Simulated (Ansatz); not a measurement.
## Single-point calculation, with input and output: PSe2

- system: PSe2, multiplicity 2
- method: UKS PBE0-D4/def2-TZVP (Ansatz 0.2.0)

The geometry comes from this level: PBE-D4/def2-TZVP.

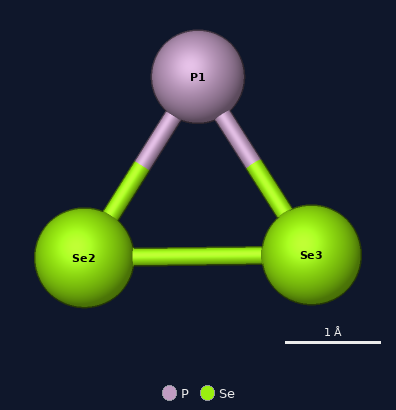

The structure (ball-and-stick view, seen on its broad side; atoms are numbered from 1 in the order of the input). Bond lengths as drawn: P–Se 2.25 Å and Se–Se 2.41 Å.

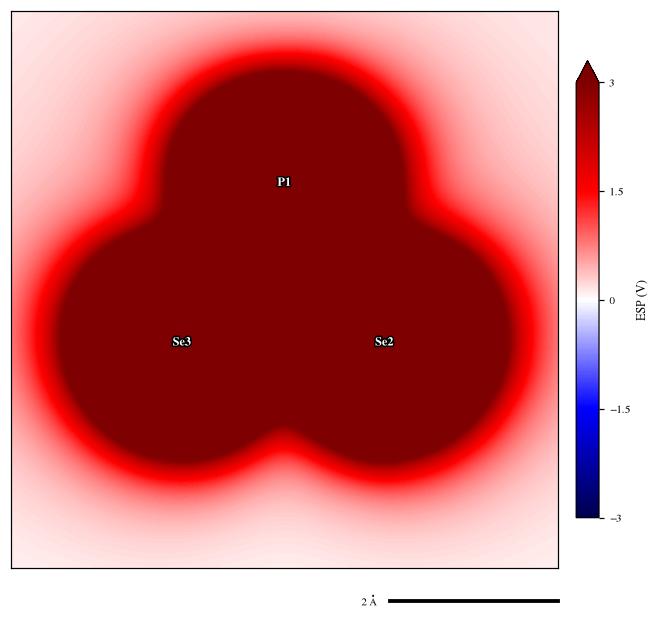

Molecular electrostatic potential on the molecular plane. The section cuts through P and Se sites. The potential has no marked negative region in this plane.

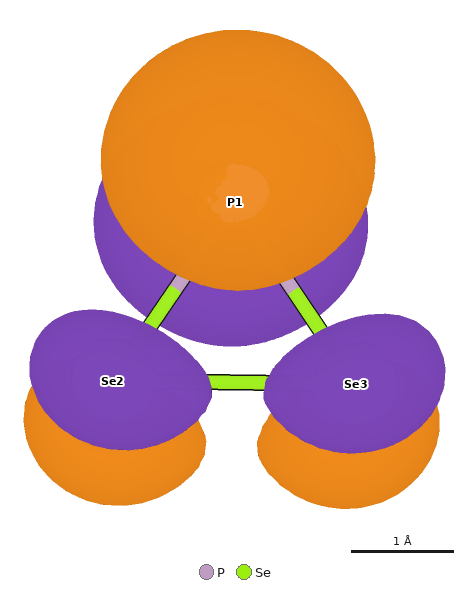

One frontier orbital at ±0.1 Å⁻³ᐟ² (orange and purple are the two phases), seen at a tilt. The LUMO (β), at −2.96 eV. Its weight (Hirshfeld) is mainly on P1 (70 %), Se2 (15 %) and Se3 (15 %); it changes sign across the molecular plane (π type); π-antibonding (a node) across P1–Se2 and P1–Se3.

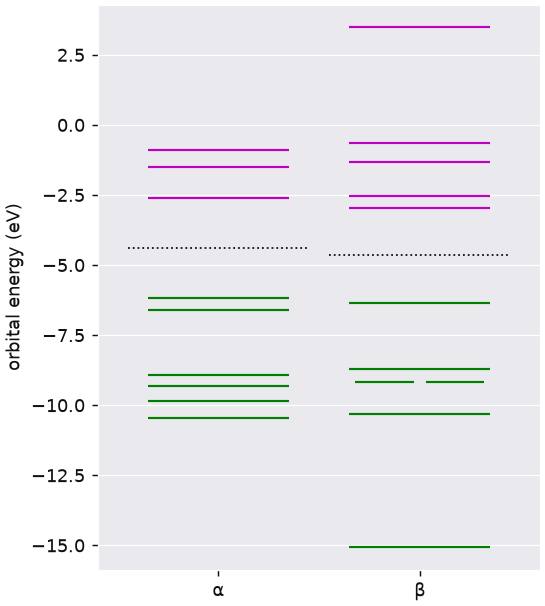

Orbital energies near the frontier for α and β spins; the dotted line parts filled from empty levels, and levels within 0.02 eV of each other stand side by side. α: highest filled −6.19 eV, lowest empty −2.60 eV, 3.59 eV apart; β: highest filled −6.34 eV, lowest empty −2.96 eV, 3.38 eV apart.

These pictures come from the run below.

## Input file
```yaml
crystal:
  periodic: [false, false, false]
  atoms:
    - {symbol: P, position_ang: [0.635911, 1.085330, -0.148543]}
    - {symbol: Se, position_ang: [-0.927837, -0.059483, 0.993585]}
    - {symbol: Se, position_ang: [0.291926, -1.025858, -0.845042]}
basis:
  gaussian: {orbitals: def2-TZVP, initial_orbitals: start.molden}
magnetization: {spin_polarized: true, initial_magnetization: 1}
hamiltonian: {xc: pbe0, dispersion: d4}
scf: {omitted_lower_state_checks: [starts]}
output: {orbitals: {seedname: orbitals}}
```

Launch command:
```bash
ansatz run in.yaml --threads 4 --pin off --events-out ev --progress --plain --max-ram 3916MiB
```

## Log
```
Functional definition: PBE0
  name "PBE0"
  cite "Adamo & Barone, J. Chem. Phys. 110, 6158 (1999) doi:10.1063/1.478522"
  cite "Perdew, Burke & Ernzerhof, Phys. Rev. Lett. 77, 3865 (1996) doi:10.1103/PhysRevLett.77.3865"
  parent pbe
  parameter a = 0.25
  parameter kappa = 0.804
  parameter beta = 0.06672455060314922
  exchange = (1 - a)*pbe_x(kappa = kappa, mu = beta*pi^2/3) + a*exact_x
  correlation = pbe_c(beta = beta)
these checks for a lower state are left out or cut short: starts
875 factors; integrals over basis functions are off by at most 9.6e-4 eV
mean field evaluation 1: about -139968.0925 eV, gradient 1.2e2 eV
mean field evaluation 2: about -139969.4414 eV, gradient 3.0e0 eV
mean field evaluation 4: about -139969.6171 eV, gradient 4.2e-1 eV
mean field evaluation 8: about -139969.6187 eV, gradient 6.0e-5 eV
mean field -139969.61866137 eV, -5143.7886109904 hartree, gradient 6.0e-5 eV, S^2 0.756570; 0 other end points of the search recorded, 0 dependent functions left out
reference -139969.61868270 eV, -5143.7886117741 hartree; 42, 41 occupied and 91, 92 virtual orbitals, 875 factors
Total energy: -139969.73337934 eV, -5143.7928267978 hartree
Checks for a lower state left out: starts
```

## Summary

| quantity | value |
| --- | --- |
| outcome | converged |
| total energy | −139969.7334 eV |
| mean-field energy | −139969.6187 eV |
| dispersion energy | −0.1147 eV |
| ⟨S²⟩ | 0.757 |
| SCF solution under orbital rotations | stable |
| HOMO (either spin) | −6.19 eV |
| LUMO (either spin) | −2.96 eV |
| hardware | 4 threads of Arm Neoverse V2, 95 GiB of memory available, shared host |
| wall time | 3.4 s (CPU time 13 s) |
| peak memory | 0.36 GiB |
